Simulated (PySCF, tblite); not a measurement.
# C₁₂H₂F₂₄: electronic excitations, NMR shifts

Wanted: electronic excitations, NMR shifts for C₁₂H₂F₂₄ (`FC(F)C(F)(F)C(F)(F)C(F)(F)C(F)(F)C(F)(F)C(F)(F)C(F)(F)C(F)(F)C(F)(F)C(F)(F)C(F)F`).

Computed with tblite 0.8.0 and PySCF 2.14.0 and routines of our own; the level stands in each step. Atoms count from 0.

### Step 1. The starting structure

38 atoms, charge 0, multiplicity 1; geometry from: force field, distance geometry or constructed start.

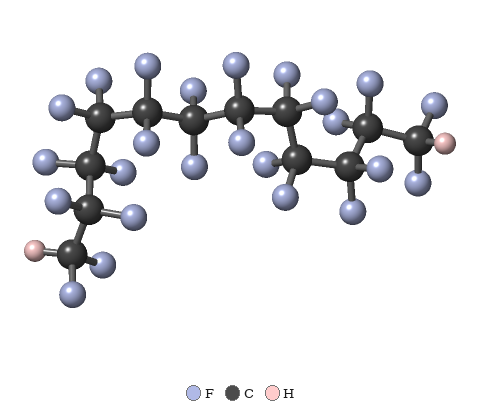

The starting geometry (fluorine light blue, carbon dark grey, hydrogen pink).

### Step 2. Relaxing the molecule with GFN2-xTB

Job settings and geometry (Å):

```
{"job": {"kind": "relax", "xc": "GFN2-xTB", "basis": "xTB"}, "charge": 0, "multiplicity": 1}
F     -6.514500     0.214000    -1.143200
C     -5.638400     1.044300    -0.525100
F     -5.537900     2.145900    -1.295500
C     -4.292100     0.356300    -0.370800
F     -4.464400    -0.782600     0.373500
F     -3.814500    -0.044000    -1.574400
C     -3.303700     1.270100     0.321500
F     -3.762200     1.563800     1.578000
F     -3.255100     2.470100    -0.322600
C     -1.887100     0.723600     0.404000
F     -1.109500     1.652400     1.034500
F     -1.370000     0.613100    -0.852900
C     -1.755400    -0.602000     1.125800
F     -2.537700    -0.585300     2.235600
F     -2.254700    -1.593300     0.338300
C     -0.334700    -0.959300     1.551800
F     -0.387800    -2.160800     2.194800
F      0.106500    -0.073600     2.477800
C      0.663000    -1.038900     0.404200
F      0.825300     0.191400    -0.144400
F      0.174200    -1.829400    -0.585300
C      2.015100    -1.553200     0.865800
F      2.541300    -0.727200     1.819900
F      1.846800    -2.762800     1.494100
C      3.023500    -1.756900    -0.257700
F      4.166000    -2.275100     0.288300
F      2.558300    -2.752000    -1.080900
C      3.398900    -0.569500    -1.127200
F      2.332500    -0.180700    -1.875700
F      4.332000    -0.987100    -2.042700
C      3.984500     0.597800    -0.361600
F      4.997300     0.173500     0.435800
F      3.044100     1.127700     0.467100
C      4.496400     1.652300    -1.317800
F      4.971600     2.727600    -0.635100
F      3.499200     2.127200    -2.115400
H     -6.068900     1.322000     0.442100
H      5.306000     1.284800    -1.957100
```

Run with:

```sh
> OMP_NUM_THREADS=2 python large_run.py task.json out
```

One launch serves the whole session: the jobs run in the order shown.

Log:

```text
step      E/eV     max force
  0   -3813.91202    2.098
  1   -3814.23038    0.441
  2   -3814.25496    0.254
  3   -3814.30450    0.252
  4   -3814.32032    0.213
  5   -3814.34692    0.250
  6   -3814.36823    0.243
  7   -3814.38796    0.204
  8   -3814.40136    0.201
  9   -3814.41311    0.196
 10   -3814.42357    0.191
 11   -3814.43165    0.156
 12   -3814.43738    0.123
 13   -3814.44216    0.124
 14   -3814.44638    0.137
 15   -3814.44982    0.116
 16   -3814.45251    0.098
 17   -3814.45369    0.074
 18   -3814.45623    0.060
 19   -3814.45681    0.055
 20   -3814.45869    0.056
 21   -3814.45963    0.058
 22   -3814.46077    0.057
 23   -3814.46182    0.052
 24   -3814.46300    0.059
 25   -3814.46398    0.047
 26   -3814.46492    0.047
 27   -3814.46589    0.057
 28   -3814.46686    0.061
 29   -3814.46767    0.059
 30   -3814.46839    0.056
 31   -3814.46929    0.054
 32   -3814.47063    0.068
 33   -3814.47229    0.075
 34   -3814.47378    0.062
 35   -3814.47478    0.053
 36   -3814.47550    0.037
 37   -3814.47610    0.036
 38   -3814.47657    0.035
 39   -3814.47692    0.038
 40   -3814.47725    0.032
 41   -3814.47762    0.033
 42   -3814.47801    0.029
 43   -3814.47835    0.035
 44   -3814.47864    0.034
 45   -3814.47894    0.031
 46   -3814.47927    0.031
 47   -3814.47960    0.032
 48   -3814.47988    0.033
 49   -3814.48010    0.026
 50   -3814.48031    0.025
 51   -3814.48058    0.031
 52   -3814.48092    0.040
 53   -3814.48134    0.040
 54   -3814.48175    0.031
 55   -3814.48208    0.029
 56   -3814.48231    0.029
 57   -3814.48249    0.024
 58   -3814.48266    0.023
 59   -3814.48282    0.023
 60   -3814.48297    0.022
 61   -3814.48313    0.021
 62   -3814.48332    0.023
 63   -3814.48356    0.026
 64   -3814.48382    0.027
 65   -3814.48408    0.030
 66   -3814.48433    0.032
 67   -3814.48460    0.032
 68   -3814.48491    0.033
 69   -3814.48524    0.035
 70   -3814.48558    0.035
 71   -3814.48593    0.032
 72   -3814.48630    0.032
 73   -3814.48669    0.037
 74   -3814.48710    0.039
 75   -3814.48750    0.042
 76   -3814.48790    0.044
 77   -3814.48828    0.043
 78   -3814.48867    0.041
 79   -3814.48910    0.037
 80   -3814.48954    0.034
 81   -3814.48992    0.034
 82   -3814.49020    0.027
 83   -3814.49041    0.024
 84   -3814.49059    0.025
 85   -3814.49079    0.025
 86   -3814.49102    0.025
 87   -3814.49130    0.030
 88   -3814.49160    0.032
 89   -3814.49188    0.042
 90   -3814.49217    0.034
 91   -3814.49250    0.027
 92   -3814.49290    0.027
 93   -3814.49319    0.032
 94   -3814.49350    0.038
 95   -3814.49374    0.039
 96   -3814.49398    0.034
 97   -3814.49418    0.025
 98   -3814.49435    0.022
 99   -3814.49447    0.018
```

Wall time 4.3 s (2 threads of Arm Neoverse N1, shared host); peak memory 0.18 GiB.

Step by step:

```csv
step,energy from step 0 (eV),largest force (eV/Å)
0,0.0000,2.0983
1,-0.3184,0.4414
2,-0.3429,0.2544
3,-0.3925,0.2523
4,-0.4083,0.2130
5,-0.4349,0.2504
6,-0.4562,0.2438
7,-0.4759,0.2038
8,-0.4893,0.2008
15,-0.5378,0.1162
23,-0.5498,0.0511
31,-0.5573,0.0537
39,-0.5649,0.0383
47,-0.5676,0.0318
55,-0.5701,0.0292
63,-0.5715,0.0257
71,-0.5739,0.0321
79,-0.5771,0.0366
87,-0.5793,0.0295
95,-0.5817,0.0394
96,-0.5820,0.0347
97,-0.5822,0.0246
98,-0.5823,0.0221
99,-0.5824,0.0177
```

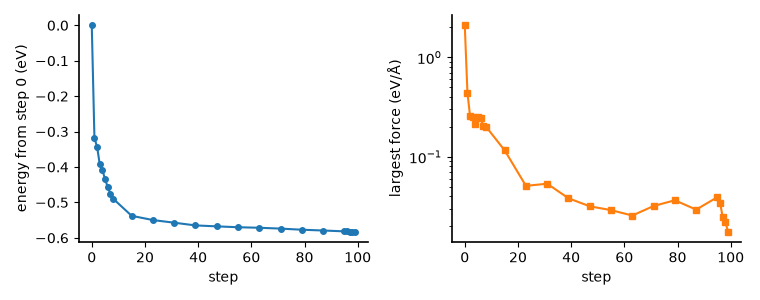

Energy and largest force along the relaxation.

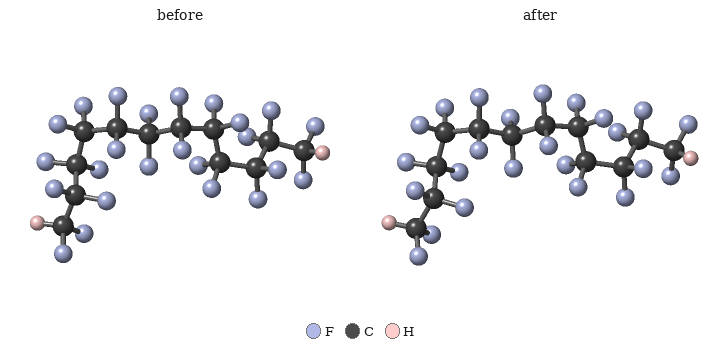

Before and after, at one scale.

Distances of close pairs at the start and the end, largest changes first:

```csv
bond,before (Å),after (Å),change (Å)
C27–C30,1.514,1.560,+0.047
C18–C21,1.518,1.564,+0.046
C3–C6,1.514,1.559,+0.045
C24–C27,1.519,1.564,+0.045
C9–C12,1.515,1.560,+0.045
C30–C33,1.513,1.557,+0.044
C6–C9,1.521,1.564,+0.044
C21–C24,1.523,1.566,+0.043
```

The next job starts from the end point, and lists it.

### Step 3. Electronic excitations: TDA CAM-B3LYP/6-31G*

Job settings and geometry (Å):

```
{"job": {"kind": "uv", "basis": "6-31G*", "grid": 1, "kgrid": 0, "vcut": 1.5, "nstates": 6, "ntriplets": 2, "tda": true, "delta": ["ip_vertical"], "pop": true, "xc": "CAM-B3LYP"}, "charge": 0, "multiplicity": 1}
F     -6.843366     0.227773    -0.854725
C     -5.899769     1.096643    -0.473219
F     -5.791457     2.025327    -1.430532
C     -4.551798     0.339367    -0.297039
F     -4.767021    -0.707302     0.524587
F     -4.112189    -0.151940    -1.463736
C     -3.476008     1.263838     0.349009
F     -3.875094     1.541995     1.605894
F     -3.435995     2.435878    -0.305346
C     -2.012944     0.710858     0.378896
F     -1.259783     1.620444     1.019267
F     -1.560473     0.628431    -0.881328
C     -1.851816    -0.682790     1.061157
F     -2.639383    -0.749592     2.147987
F     -2.266890    -1.630685     0.207964
C     -0.402917    -1.042589     1.541601
F     -0.477690    -2.276025     2.062839
F     -0.043831    -0.213775     2.531061
C      0.684242    -0.998549     0.419293
F      0.841581     0.279766     0.036725
F      0.262248    -1.689121    -0.648304
C      2.073414    -1.539511     0.892409
F      2.573246    -0.709751     1.819309
F      1.922239    -2.736784     1.478693
C      3.122800    -1.749493    -0.251493
F      4.228883    -2.254195     0.321149
F      2.650822    -2.699630    -1.076592
C      3.543134    -0.530720    -1.136542
F      2.489895    -0.116807    -1.853030
F      4.451170    -1.003923    -2.018731
C      4.198416     0.674363    -0.392551
F      5.120140     0.212221     0.475454
F      3.275077     1.327941     0.326987
C      4.903355     1.639699    -1.390229
F      5.280444     2.743577    -0.735662
F      4.058343     2.007558    -2.361314
H     -6.208042     1.570264     0.473302
H      5.790811     1.161631    -1.835615
```

Level: TDA CAM-B3LYP/6-31G*, vertical, gas phase, core orbitals frozen in the response, virtual orbitals cut by energy.

Log:

```text
start: PBE on a coarse grid of 38004 points
cycle   1  E = -2850.7439771431  dE =  6.400e+00  |g| = 2.452e+00  |ddm| = 6.750e+00
cycle   2  E = -2846.3021293781  dE =  4.442e+00  |g| = 5.862e+00  |ddm| = 6.132e+00
cycle   3  E = -2851.7084894549  dE = -5.406e+00  |g| = 2.606e-01  |ddm| = 4.648e+00
cycle   4  E = -2851.7136496622  dE = -5.160e-03  |g| = 2.116e-01  |ddm| = 4.191e-01
cycle   5  E = -2851.7207943992  dE = -7.145e-03  |g| = 6.338e-02  |ddm| = 1.967e-01
cycle   6  E = -2851.7215039656  dE = -7.096e-04  |g| = 1.172e-02  |ddm| = 5.384e-02
cycle   7  E = -2851.7215266675  dE = -2.270e-05  |g| = 4.268e-03  |ddm| = 1.145e-02
final grid: 176917 points
cycle   8  E = -2853.7819431329  dE = -2.006e-02  |g| = 2.536e-01  |ddm| = 6.356e-01
cycle   9  E = -2853.7751047280  dE =  6.838e-03  |g| = 3.288e-01  |ddm| = 3.508e-01
cycle  10  E = -2853.7925251058  dE = -1.742e-02  |g| = 1.228e-02  |ddm| = 2.123e-01
cycle  11  E = -2853.7925458485  dE = -2.074e-05  |g| = 5.769e-03  |ddm| = 1.180e-02
cycle  12  E = -2853.7925542509  dE = -8.402e-06  |g| = 2.156e-03  |ddm| = 5.239e-03
cycle  13  E = -2853.7925584595  dE = -4.209e-06  |g| = 1.877e-04  |ddm| = 1.576e-03
cycle  14  E = -2853.7925576626  dE =  7.969e-07  |g| = 1.216e-04  |ddm| = 3.304e-04
cycle  15  E = -2853.7925572864  dE =  3.762e-07  |g| = 2.776e-05  |ddm| = 1.061e-04
converged SCF energy = -2853.7925572864
Vertical ionisation energy (delta-SCF) = 11.4798 eV   <S^2> = 0.752

Static polarisability (au): isotropic 117.397, principal 106.634 112.880 132.678

Singlet excitations
state   eV       nm        f      main configurations
  1   8.9241    138.9   0.06077   H->L 0.46, H-2->L 0.15, H->L+1 0.08
  2   9.0642    136.8   0.00178   H->L+1 0.40, H-1->L+3 0.20, H->L 0.10
  3   9.1039    136.2   0.02294   H->L+3 0.32, H-1->L 0.24, H-1->L+4 0.12
  4   9.2453    134.1   0.01939   H->L+2 0.15, H-2->L 0.15, H-1->L+1 0.13
  5   9.3571    132.5   0.10866   H->L+2 0.18, H-2->L 0.12, H-1->L+1 0.10
  6   9.4656    131.0   0.12932   H-1->L+2 0.31, H->L+5 0.17, H-2->L+1 0.14

Triplet excitations (Tamm-Dancoff, eV): 8.4052 8.5463
```

Run time: 9.6 min. Hardware: 2 threads of Arm Neoverse N1, shared host; peak memory 1.9 GiB.

The orbitals next to the gap, with their largest atomic shares:

```csv
orbital,eV,atoms
HOMO−4,-12.33,"F35 7 %, F28 7 %, F34 7 %"
HOMO−3,-11.86,"C9 7 %, F11 7 %, C12 6 %"
HOMO−2,-11.21,"C18 6 %, C15 6 %, C30 5 %"
HOMO−1,-10.98,"C3 8 %, C1 7 %, C6 6 %"
HOMO,-10.87,"C24 5 %, C30 4 %, C27 4 %"
LUMO,1.59,"C24 12 %, C18 12 %, C12 11 %"
LUMO+1,1.83,"C15 11 %, C18 10 %, C21 9 %"
LUMO+2,2.20,"C9 12 %, C24 8 %, C27 7 %"
LUMO+3,2.23,"C6 13 %, C27 10 %, C9 7 %"
```

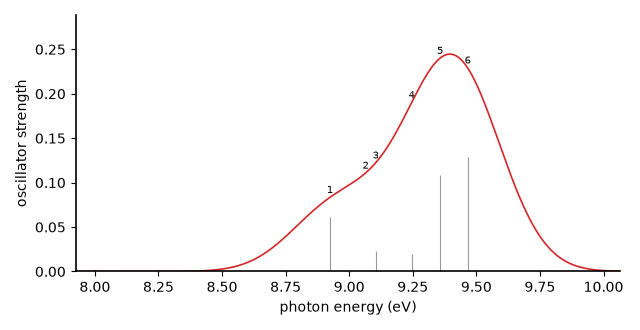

Absorption spectrum from the 6 singlet states computed; above the last one it falls off for lack of states. Lines are broadened to a width of 0.40 eV (Gaussian).

Ground-state properties from the same run:

```csv
property,computed
dipole moment (D),0.71
polarisability (Å³),17.40
HOMO–LUMO gap (eV),12.47
−ε(HOMO) (eV),10.87
```

### Step 4. NMR shifts: GIAO KT3/pcSseg-1

Settings changed since step 3:

```diff
@@ -1,2 +1,2 @@
-{"job": {"kind": "uv", "basis": "6-31G*", "grid": 1, "kgrid": 0, "vcut": 1.5, "nstates": 6, "ntriplets": 2, "tda": true, "delta": ["ip_vertical"], "pop": true, "xc": "CAM-B3LYP"}, "charge": 0, "multiplicity": 1}
+{"job": {"kind": "nmr", "xc": "KT3", "basis": "pcSseg-1", "pop": false}, "charge": 0, "multiplicity": 1}
 F     -6.843366     0.227773    -0.854725
```

Level: GIAO KT3/pcSseg-1 NMR shielding, non-relativistic, gas phase.

Log:

```text
start: PBE on a coarse grid of 38004 points
cycle   1  E = -2850.3725959798  dE =  6.306e+00  |g| = 2.341e+00  |ddm| = 5.906e+00
cycle   2  E = -2846.6065784545  dE =  3.766e+00  |g| = 5.525e+00  |ddm| = 5.605e+00
cycle   3  E = -2851.2047779596  dE = -4.598e+00  |g| = 2.157e-01  |ddm| = 4.239e+00
cycle   4  E = -2851.2060419275  dE = -1.264e-03  |g| = 2.106e-01  |ddm| = 3.393e-01
cycle   5  E = -2851.2127452078  dE = -6.703e-03  |g| = 4.910e-02  |ddm| = 1.694e-01
cycle   6  E = -2851.2131414150  dE = -3.962e-04  |g| = 1.300e-02  |ddm| = 4.123e-02
cycle   7  E = -2851.2131657387  dE = -2.432e-05  |g| = 3.640e-03  |ddm| = 1.039e-02
final grid: 379150 points
cycle   8  E = -2889.6916162643  dE = -3.213e-02  |g| = 7.743e-01  |ddm| = 9.249e-01
cycle   9  E = -2889.4788244192  dE =  2.128e-01  |g| = 1.411e+00  |ddm| = 1.398e+00
cycle  10  E = -2889.7697521079  dE = -2.909e-01  |g| = 1.282e-01  |ddm| = 1.016e+00
cycle  11  E = -2889.7730500237  dE = -3.298e-03  |g| = 1.842e-02  |ddm| = 1.199e-01
cycle  12  E = -2889.7730976561  dE = -4.763e-05  |g| = 7.380e-03  |ddm| = 1.858e-02
cycle  13  E = -2889.7731067142  dE = -9.058e-06  |g| = 1.714e-03  |ddm| = 5.580e-03
cycle  14  E = -2889.7731076008  dE = -8.866e-07  |g| = 5.143e-04  |ddm| = 1.507e-03
cycle  15  E = -2889.7731051504  dE =  2.450e-06  |g| = 1.562e-04  |ddm| = 5.048e-04
cycle  16  E = -2889.7731105327  dE = -5.382e-06  |g| = 3.567e-05  |ddm| = 1.534e-04
converged SCF energy = -2889.7731105327

GIAO shielding tensors (ppm)
atom      isotropic    diamagn.    paramagn.     s11        s22        s33       span
  0 F      317.865     455.553    -137.688    210.224    338.632    404.738    194.515
  1 C       71.472     244.195    -172.722     50.687     74.200     89.530     38.843
  2 F      304.277     469.345    -165.068    205.298    316.982    390.552    185.254
  3 C       69.486     234.056    -164.570     53.911     73.188     81.361     27.450
  4 F      293.793     474.520    -180.726    216.199    321.459    343.722    127.523
  5 F      313.595     482.824    -169.229    234.206    336.532    370.048    135.841
  6 C       67.879     253.099    -185.220     51.901     72.774     78.960     27.059
  7 F      290.632     472.129    -181.497    199.505    325.519    346.870    147.364
  8 F      301.813     472.135    -170.322    214.257    333.750    357.433    143.176
  9 C       68.484     237.050    -168.565     51.507     74.867     79.078     27.571
 10 F      299.813     482.038    -182.225    217.131    328.248    354.060    136.929
 11 F      285.098     482.988    -197.890    203.458    311.076    340.758    137.300
 12 C       68.487     254.317    -185.830     51.234     74.965     79.261     28.027
 13 F      297.994     471.991    -173.997    215.467    327.925    350.590    135.124
 14 F      284.374     478.203    -193.829    203.036    310.999    339.088    136.052
 15 C       67.364     247.813    -180.449     52.634     72.140     77.319     24.685
 16 F      299.893     473.084    -173.191    217.202    330.515    351.962    134.760
 17 F      289.303     476.986    -187.683    207.786    318.276    341.847    134.061
 18 C       70.693     244.125    -173.431     53.432     77.475     81.173     27.741
 19 F      281.690     483.717    -202.027    210.292    302.348    332.430    122.138
 20 F      296.445     479.594    -183.150    227.759    316.806    344.769    117.009
 21 C       67.600     247.165    -179.565     52.167     71.914     78.719     26.552
 22 F      289.272     476.048    -186.777    209.235    315.942    342.638    133.402
 23 F      302.611     474.187    -171.577    220.748    331.512    355.573    134.825
 24 C       67.711     250.614    -182.904     50.623     71.451     81.058     30.435
 25 F      294.044     463.532    -169.488    198.799    317.306    366.028    167.229
 26 F      294.140     475.695    -181.555    199.142    318.088    365.189    166.047
 27 C       67.667     249.241    -181.574     50.444     72.301     80.255     29.810
 28 F      288.160     486.846    -198.686    205.322    309.439    349.718    144.396
 29 F      307.497     467.650    -160.154    215.796    342.268    364.426    148.630
 30 C       69.205     238.956    -169.751     53.563     72.740     81.314     27.751
 31 F      298.802     468.443    -169.641    216.754    328.618    351.034    134.280
 32 F      305.186     486.546    -181.360    226.064    328.312    361.182    135.118
 33 C       70.254     231.128    -160.873     52.175     72.499     86.090     33.915
 34 F      317.800     464.132    -146.332    214.045    330.036    409.320    195.275
 35 F      307.898     481.403    -173.505    213.607    322.916    387.171    173.565
 36 H       25.219      22.943       2.277     22.614     26.087     26.958      4.344
 37 H       25.148      21.944       3.204     22.337     25.446     27.662      5.325
```

Wall time 65 s (2 threads of Arm Neoverse N1, shared host); peak memory 1.2 GiB.

The references, computed at this level on geometries of the same kind, shield at (ppm): 1H TMS 31.76, 13C TMS 184.7, 19F CFCl3 142.4. Their shielding less the atom's gives the shift. The references are single molecules in the gas phase, so shifts against H2O, NH3, PH3, H3PO4 or CFCl3 are not on the usual liquid scales and can be off by tens of ppm. Atoms listed in one row are averaged.

```csv
atoms,environment,σ (ppm),δ (ppm)
"C6, C27",fully substituted sp3 carbon bonded to 2 F,67.8,116.9
"C12, C21",fully substituted sp3 carbon bonded to 2 F,68.0,116.7
"C9, C24",fully substituted sp3 carbon bonded to 2 F,68.1,116.6
"C15, C18",fully substituted sp3 carbon bonded to 2 F,69.0,115.7
"C3, C30",fully substituted sp3 carbon bonded to 2 F,69.3,115.4
"C1, C33",sp3 CH bonded to 2 F,70.9,113.9
"H36, H37",hydrogen on an sp3 CH bonded to 2 F,25.18,6.58
"F16, F17, F19, F20",fluorine of a CF2 group,291.8,-149.5
"F10, F11, F25, F26",fluorine of a CF2 group,293.3,-150.9
"F13, F14, F22, F23",fluorine of a CF2 group,293.6,-151.2
"F7, F8, F28, F29",fluorine of a CF2 group,297.0,-154.7
"F4, F5, F31, F32",fluorine of a CF2 group,302.8,-160.5
"F0, F2, F34, F35",fluorine of a CF2 group,312.0,-169.6
```

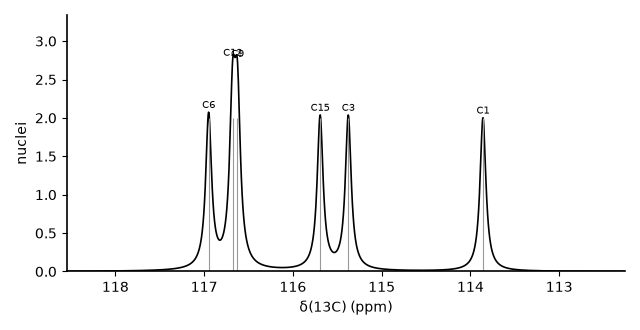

13C lines at the computed shifts, without couplings. Lines are broadened to a width of 0.08 ppm (Lorentzian).

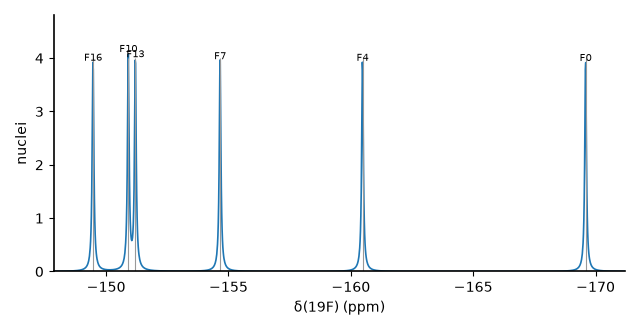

19F lines at the computed shifts, without couplings. Lines are broadened to a width of 0.08 ppm (Lorentzian).

### Step 5. Summary of results

| quantity | value |
| --- | --- |
| lowest singlet (CAM-B3LYP/6-31G*) | 8.92 eV (139 nm), f = 0.061 |
| brightest single state of those computed | state 6, 9.47 eV, f = 0.129 |
| lowest triplet | 8.41 eV |
| 13C shifts against TMS (KT3/pcSseg-1, means over atoms taken as alike) | 116.9, 116.7, 116.6, 115.7, 115.4, 113.9 ppm |
| 1H shifts against TMS (KT3/pcSseg-1, means over atoms taken as alike) | 6.58 ppm |
| 19F shifts against CFCl3 (KT3/pcSseg-1, means over atoms taken as alike) | -149.5, -150.9, -151.2, -154.7, -160.5, -169.6 ppm |

What this shows: The first singlet state (HOMO→LUMO 0.46, HOMO−2→LUMO 0.15) lies at 8.92 eV and is bright; of the 6 states computed, the strongest absorption comes from state 6 at 9.47 eV (the last computed, so partners may be missing). The lowest triplet lies 0.52 eV below the lowest singlet. The basis of CAM-B3LYP/6-31G* has no diffuse functions, so Rydberg states are missing and the high states are unreliable. At KT3/pcSseg-1: Shielding is most anisotropic at F0, F2, F34, F35 (span 187 ppm, paramagnetic term -156 ppm).
